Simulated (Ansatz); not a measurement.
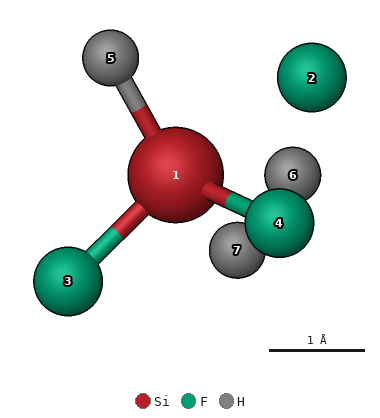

Fig. 1: The structure as given in the input (ball-and-stick view, seen at a tilt; atoms are numbered from 1 in the order of the input).

# Run report: SiH₃F₃, geometry relaxation

The run: geometry relaxation of SiH₃F₃. Method and program: RKS PBE0-D4/def2-SVP (Ansatz 0.2.0).

The input holds or restrains some coordinates. Figures and captions count atoms from 1; the log counts them from 0 in places.

What the program printed:
```
Functional definition: PBE0
  name "PBE0"
  cite "Adamo & Barone, J. Chem. Phys. 110, 6158 (1999) doi:10.1063/1.478522"
  cite "Perdew, Burke & Ernzerhof, Phys. Rev. Lett. 77, 3865 (1996) doi:10.1103/PhysRevLett.77.3865"
  parent pbe
  parameter a = 0.25
  parameter kappa = 0.804
  parameter beta = 0.06672455060314922
  exchange = (1 - a)*pbe_x(kappa = kappa, mu = beta*pi^2/3) + a*exact_x
  correlation = pbe_c(beta = beta)
750 factors; integrals over basis functions are off by at most 3.4e-4 eV
mean field evaluation 1: about -16055.1633 eV, gradient 4.6e1 eV
mean field evaluation 2: about -16050.4545 eV, gradient 7.2e1 eV
mean field evaluation 4: about -16058.3811 eV, gradient 2.4e0 eV
mean field evaluation 8: about -16058.3990 eV, gradient 8.1e-2 eV
mean field -16058.39901147 eV, -590.1352788979 hartree, gradient 5.8e-5 eV, S^2 0.000000; 0 other end points of the search recorded, 0 dependent functions left out
the calculation of the forces begins
reference -16058.39903086 eV, -590.1352796103 hartree; 22, 22 occupied and 53, 53 virtual orbitals, 750 factors
relax step   1: F+E_penalty+E_count = -16058.48172359 eV  Δ(F+E_penalty+E_count) = +0.000e0 eV  max|allowed force component| = 8.086e-1 eV/Å  Δτ_max = 0.0000 Å  (23 SCF iters, accepted)
  distance Si 0 - H 6 held at 1.873112 Å   reaction = +1.3949e0 eV/Å
  distance F 1 - H 5 held at 1.209225 Å   reaction = +3.1000e-1 eV/Å
  distance Si 0 - F 1 held at 1.999792 Å   reaction = +1.0667e0 eV/Å
  distance H 5 - H 6 held at 0.982341 Å   reaction = -3.6436e-1 eV/Å
these checks for a lower state are left out or cut short: starts, cluster_reference, orbital_swaps, neighbouring_geometries, increment
750 factors; integrals over basis functions are off by at most 3.4e-4 eV
mean field evaluation 16: about -16058.5557 eV, gradient 2.0e-1 eV
mean field -16058.56556588 eV, -590.1413996593 hartree, gradient 1.6e-5 eV, S^2 0.000000; 0 other end points of the search recorded, 0 dependent functions left out
the calculation of the forces begins
reference -16058.56558492 eV, -590.1414003591 hartree; 22, 22 occupied and 53, 53 virtual orbitals, 750 factors
relax step   2: F+E_penalty+E_count = -16058.64710751 eV  Δ(F+E_penalty+E_count) = -1.654e-1 eV  max|allowed force component| = 2.080e-1 eV/Å  Δτ_max = 0.1321 Å  (27 SCF iters, accepted)
  distance Si 0 - H 6 held at 1.873112 Å   reaction = +9.9067e-1 eV/Å
  distance F 1 - H 5 held at 1.209225 Å   reaction = +2.4247e-3 eV/Å
  distance Si 0 - F 1 held at 1.999792 Å   reaction = +1.1751e0 eV/Å
  distance H 5 - H 6 held at 0.982341 Å   reaction = -6.2528e-2 eV/Å
these checks for a lower state are left out or cut short: starts, cluster_reference, orbital_swaps, neighbouring_geometries, increment
750 factors; integrals over basis functions are off by at most 3.4e-4 eV
mean field -16058.57512201 eV, -590.1417508406 hartree, gradient 6.1e-6 eV, S^2 0.000000; 0 other end points of the search recorded, 0 dependent functions left out
the calculation of the forces begins
reference -16058.57514115 eV, -590.1417515441 hartree; 22, 22 occupied and 53, 53 virtual orbitals, 750 factors
relax step   3: F+E_penalty+E_count = -16058.65670291 eV  Δ(F+E_penalty+E_count) = -9.595e-3 eV  max|allowed force component| = 1.178e-1 eV/Å  Δτ_max = 0.0427 Å  (27 SCF iters, accepted)
  distance Si 0 - H 6 held at 1.873112 Å   reaction = +1.0076e0 eV/Å
  distance F 1 - H 5 held at 1.209225 Å   reaction = -6.2184e-2 eV/Å
  distance Si 0 - F 1 held at 1.999792 Å   reaction = +1.1964e0 eV/Å
  distance H 5 - H 6 held at 0.982341 Å   reaction = -2.6635e-2 eV/Å
these checks for a lower state are left out or cut short: starts, cluster_reference, orbital_swaps, neighbouring_geometries, increment
750 factors; integrals over basis functions are off by at most 3.4e-4 eV
mean field evaluation 32: about -16058.5781 eV, gradient 1.7e-5 eV
mean field -16058.57814157 eV, -590.1418618074 hartree, gradient 7.7e-6 eV, S^2 0.000000; 0 other end points of the search recorded, 0 dependent functions left out
the calculation of the forces begins
reference -16058.57816068 eV, -590.1418625099 hartree; 22, 22 occupied and 53, 53 virtual orbitals, 750 factors
relax step   4: F+E_penalty+E_count = -16058.65972113 eV  Δ(F+E_penalty+E_count) = -3.018e-3 eV  max|allowed force component| = 3.481e-2 eV/Å  Δτ_max = 0.0185 Å  (27 SCF iters, accepted)
```

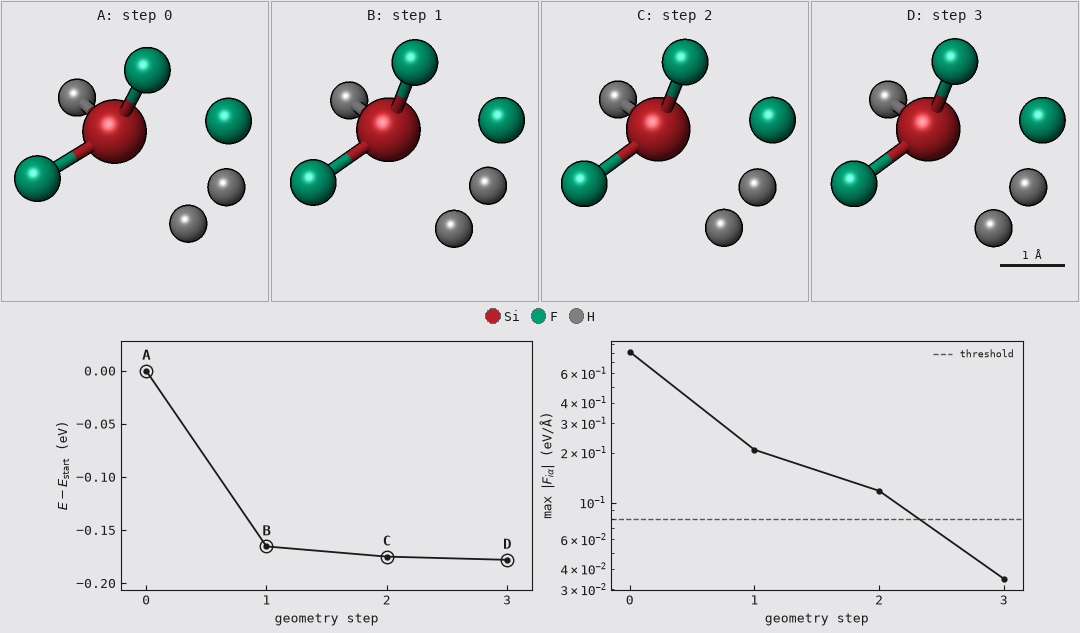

Fig. 2: Frames of the restrained relaxation (ball-and-stick view, seen at a tilt) above the curves, on which the letters mark them (the first geometry is step 0 here and step 1 in the log).

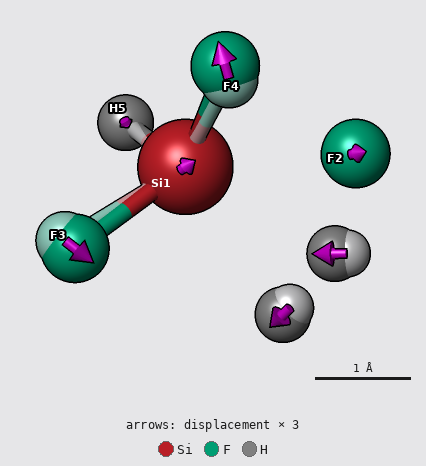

Fig. 3: Start (faint) and end (solid) with the displacements as pink arrows, magnified 3 times (ball-and-stick view, seen at a tilt). The two geometries are laid on each other by the best rigid fit. After 3 geometry steps the energy has fallen by 0.178 eV. Largest force component: 0.81 eV/Å at the start, 0.035 eV/Å at the end. F4 moves most after the best rigid fit: 0.14 Å. By element the largest moves are F 0.14 Å, H 0.13 Å, Si 0.08 Å. Among the contacts that change: Si1–H5 1.427 → 1.466 Å, Si1–F4 1.579 → 1.600 Å, Si1–F3 1.603 → 1.614 Å. Among the angles that change: F3–Si1–F4 101.0° → 103.3°. (Atoms are counted from 1 in the order of the input.)

```
  distance Si 0 - H 6 held at 1.873112 Å   reaction = +1.0104e0 eV/Å
  distance F 1 - H 5 held at 1.209225 Å   reaction = -2.8973e-2 eV/Å
  distance Si 0 - F 1 held at 1.999792 Å   reaction = +1.1678e0 eV/Å
  distance H 5 - H 6 held at 0.982341 Å   reaction = -4.1144e-2 eV/Å
750 factors; integrals over basis functions are off by at most 3.4e-4 eV
mean field -16058.57814157 eV, -590.1418618074 hartree, gradient 7.7e-6 eV, S^2 0.000000; 1 other end points of the search recorded, 0 dependent functions left out
the calculation of the forces begins
reference -16058.57816068 eV, -590.1418625099 hartree; 22, 22 occupied and 53, 53 virtual orbitals, 750 factors
Total energy: -16058.65974025 eV, -590.1448605037 hartree
Atom 0 at    -0.177036     0.412650    -0.210355 Å, force     0.852864    -1.422289     0.744201 eV/Å
Atom 1 at     1.399141    -0.331287     0.770151 Å, force    -0.901924     0.449116    -0.559330 eV/Å
Atom 2 at    -1.536313     0.223214    -1.060327 Å, force    -0.023487    -0.023579    -0.030188 eV/Å
Atom 3 at    -0.666616     1.197861     1.095046 Å, force     0.034811     0.014279     0.000459 eV/Å
Atom 4 at     0.732881     1.070594    -1.153451 Å, force    -0.010105     0.006818     0.013933 eV/Å
Atom 5 at     0.546791    -1.138878     0.481149 Å, force     0.011302    -0.010888     0.019464 eV/Å
Atom 6 at    -0.298848    -1.434153     0.077786 Å, force     0.036539     0.986543    -0.188539 eV/Å
Dipole moment:     0.089039    -0.124202    -0.219619 e Å
```

Trajectory as extended XYZ (Å, eV, eV/Å), 4 frames, from step=1 to step=4:
```
7
Properties=species:S:1:pos:R:3:forces:R:3 step=1 energy=-16058.48172
Si   -0.1815    0.4050   -0.2865    0.6821  -2.1691   1.6232
F     1.4017   -0.3156    0.7001   -0.6065  -0.0060  -0.4607
F    -1.5535    0.3442   -1.1139   -0.1448  -0.3818  -0.4243
F    -0.6724    1.0595    1.0645   -0.2158   0.6722   0.8086
H     0.7168    1.1066   -1.1450    0.5205   0.3311  -0.6262
H     0.5796   -1.1959    0.5931    0.1897   0.9455  -0.2822
H    -0.2907   -1.4038    0.1877   -0.4252   0.6081  -0.6383
7
Properties=species:S:1:pos:R:3:forces:R:3 step=2 energy=-16058.64711
Si   -0.1820    0.4032   -0.2074    1.0092  -1.2971   0.5935
F     1.4159   -0.3271    0.7479   -1.0274   0.4127  -0.4172
F    -1.5342    0.2472   -1.0640   -0.2080  -0.1482  -0.1225
F    -0.6777    1.1859    1.0930    0.0510   0.0366   0.1658
H     0.7338    1.0512   -1.1436    0.0399   0.0731  -0.0663
H     0.5327   -1.1148    0.4999    0.1929  -0.1806  -0.0323
H    -0.2885   -1.4456    0.0742   -0.0576   1.1036  -0.1210
7
Properties=species:S:1:pos:R:3:forces:R:3 step=3 energy=-16058.65670
Si   -0.1738    0.4123   -0.2122    0.8422  -1.3965   0.8265
F     1.3993   -0.3305    0.7740   -0.8709   0.4661  -0.6306
F    -1.5321    0.2222   -1.0605   -0.0654  -0.0279  -0.0881
F    -0.6695    1.1884    1.0962    0.0452   0.0489  -0.0007
H     0.7350    1.0728   -1.1564   -0.0164  -0.0081   0.0368
H     0.5500   -1.1343    0.4661   -0.0372  -0.0738   0.1120
H    -0.3090   -1.4309    0.0929    0.1025   0.9914  -0.2559
7
Properties=species:S:1:pos:R:3:forces:R:3 step=4 energy=-16058.65972
Si   -0.1770    0.4127   -0.2104    0.8529  -1.4223   0.7442
F     1.3991   -0.3313    0.7702   -0.9019   0.4491  -0.5593
F    -1.5363    0.2232   -1.0603   -0.0235  -0.0236  -0.0302
F    -0.6666    1.1979    1.0950    0.0348   0.0143   0.0005
H     0.7329    1.0706   -1.1535   -0.0101   0.0068   0.0139
H     0.5468   -1.1389    0.4811    0.0113  -0.0109   0.0195
H    -0.2988   -1.4342    0.0778    0.0365   0.9865  -0.1885
```

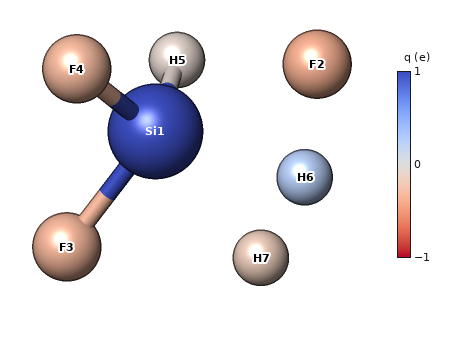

Fig. 4: Mulliken charges, as the colour of each atom (ball-and-stick view, seen at a tilt; atoms are numbered from 1 in the order of the input). By element: Si +0.99, F −0.37 to −0.31 and H −0.16 to +0.25 e.

This output came from the following input.

The input:
```yaml
crystal:
  periodic: [false, false, false]
  atoms:
    - {symbol: Si, position_ang: [-0.181500, 0.405000, -0.286500]}
    - {symbol: F, position_ang: [1.401700, -0.315600, 0.700100]}
    - {symbol: F, position_ang: [-1.553500, 0.344200, -1.113900]}
    - {symbol: F, position_ang: [-0.672400, 1.059500, 1.064500]}
    - {symbol: H, position_ang: [0.716800, 1.106600, -1.145000]}
    - {symbol: H, position_ang: [0.579600, -1.195900, 0.593100]}
    - {symbol: H, position_ang: [-0.290700, -1.403800, 0.187700]}
basis:
  gaussian: {orbitals: def2-SVP}
hamiltonian: {xc: pbe0, dispersion: d4}
relax: {f_tol: 0.08, max_steps: 120, escape_saddle: false, constraints: [{distance: [0, 6]}, {distance: [1, 5]}, {distance: [0, 1]}, {distance: [5, 6]}]}
```

Launch command:
```bash
ansatz run in.yaml --threads 2 --pin off --events-out ev --progress --plain --max-ram 4352MiB
```

Summary:

| quantity | value |
| --- | --- |
| outcome | converged under the restraints of the input |
| total energy | −16058.6597 eV |
| mean-field energy | −16058.5782 eV |
| dispersion energy | −0.0816 eV |
| SCF solution under orbital rotations | stable |
| largest force (length of the vector) at the end, held atoms and coordinates included | 1.818 eV/Å |
| dipole moment | 1.29 D |
| hardware | 2 CPU threads, shared host |
| wall time | 5.5 s (CPU time 10 s) |
| peak memory | 0.14 GiB |
